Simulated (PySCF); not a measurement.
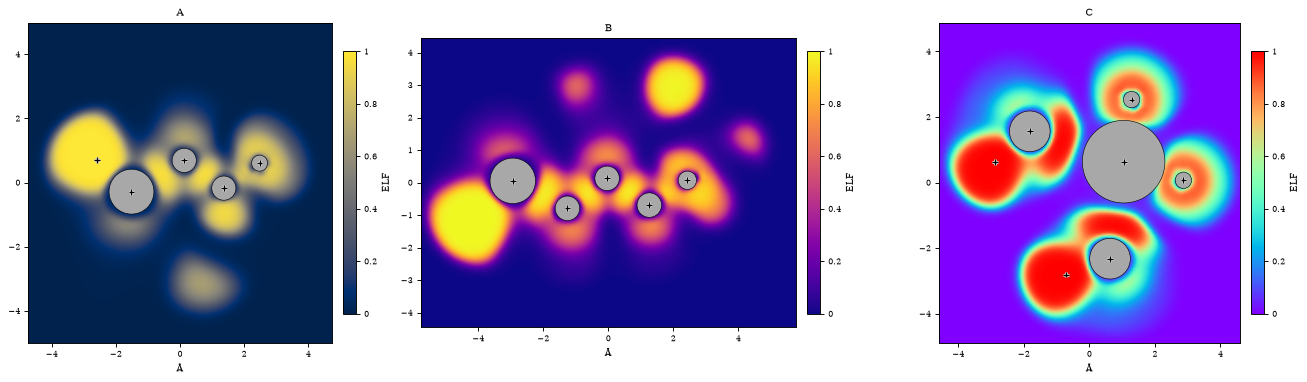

The electron localisation function of 3 systems, each on a plane through atoms (crosses mark nuclei in the plane; grey discs cover the cores).

Computed with CAM-B3LYP/def2-SVPD, SCF density, gas phase in PySCF 2.14.0.

System 1: C3H9FSeSi2 (SMILES F[C@H]1C[SiH2][SiH2][Se]C1), the plane of atoms C3, Si4 and H12. Geometry: GFN2-xTB.

```xyz
16

F    -2.6743    0.7074   -0.5000
C    -1.3679    0.2257   -0.5257
C    -0.4567    1.3252   -0.0057
Si    1.4037    1.0082   -0.3056
Si    1.8514   -1.1507    0.4350
Se    0.0171   -2.3637   -0.2473
C    -1.3589   -1.0599    0.2905
H    -1.1680    0.0082   -1.5839
H    -0.6585    1.4645    1.0591
H    -0.7540    2.2536   -0.4986
H     1.6527    1.1776   -1.7433
H     2.1385    2.0502    0.4162
H     1.9569   -1.3350    1.8884
H     2.9616   -1.8686   -0.1846
H    -1.2423   -0.8566    1.3569
H    -2.3087   -1.5771    0.1371
```

System 2: F4H6P2Zr (trans-Zr(PH3)2F4), the plane of atoms P2, Zr1 and P6. Geometry: PBE0-D3(BJ)/def2-SVP; core potentials replace the inner electrons of Zr.

```xyz
13

Zr    1.1318    0.6839   -0.1741
P    -0.0950   -0.4508    2.3283
H    -0.4082    0.4227    3.4015
H     0.5916   -1.4371    3.0824
H    -1.3501   -1.1123    2.2703
P    -0.8892   -0.2042   -2.1887
H    -0.5853   -1.0845   -3.2590
H    -1.5665    0.7893   -2.9404
H    -2.0412   -0.8874   -1.7184
F     2.3895    1.2781    1.1366
F    -0.4710    1.7196    0.1428
F     1.9048    1.4493   -1.7455
F     1.4192   -1.2189   -0.3138
```

System 3: C5H14OSi2, the plane of atoms C2, C3 and C4. Geometry: PBE0-D3(BJ)/def2-SVP.

```xyz
22

Si    2.9506    0.6310    0.8911
C     1.6507   -0.5147    0.1413
C     0.2323   -0.3805    0.6981
C    -0.6863   -1.4581    0.1016
O    -1.9909   -1.4551    0.6080
C    -2.8056   -0.4091    0.1458
C    -2.4302    0.9498    0.7357
Si   -0.6005    1.3068    0.4364
H     4.3002    0.2859    0.3464
H     2.6615    2.0619    0.5654
H     2.9789    0.4854    2.3800
H     1.6540   -0.3453   -0.9513
H     2.0159   -1.5503    0.2817
H     0.2463   -0.5448    1.7920
H    -0.7015   -1.3570   -1.0060
H    -0.2688   -2.4555    0.3233
H    -2.7707   -0.3643   -0.9635
H    -3.8358   -0.6817    0.4242
H    -3.0720    1.7427    0.3182
H    -2.6047    0.9327    1.8251
H    -0.0785    2.3566    1.3648
H    -0.3691    1.7546   -0.9764
```

> Which map belongs to which system?

Panel A is system 1, C3H9FSeSi2: the plane holds F, C, Si and H. C–F (1.39 Å): the ELF peaks at about 0.85 between the atoms: a shared but strongly polarised pair. Panel B is system 3, C5H14OSi2: the plane holds Si, C and O. C–O (1.40 Å): the ELF peaks at about 0.90 between the atoms, as expected for a polar covalent bond. Panel C is system 2, F4H6P2Zr: the plane holds Zr, P, H and F. Zr–F (1.91 Å): the ELF peaks at about 0.85 in the valence shell of F, 0.5 Å from its nucleus, and drops to about 0.20 between the two atoms.
